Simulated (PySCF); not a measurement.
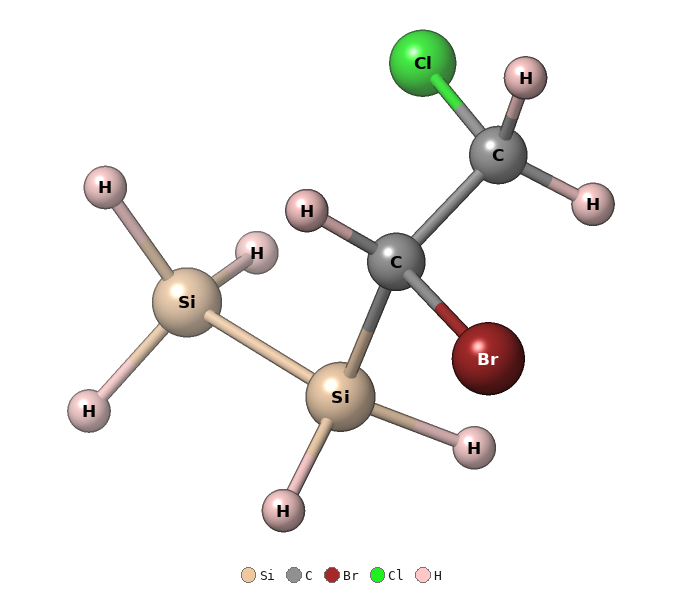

Orthographic view. Distant atoms are faded towards the background colour. The geometry was computed by an optimisation with GFN2-xTB. No frequency run is at hand to confirm it as a minimum.

**Write the InChI string.**

InChI=1S/C2H8BrClSi2/c3-2(1-4)6-5/h2H,1,6H2,5H3/t2-/m1/s1
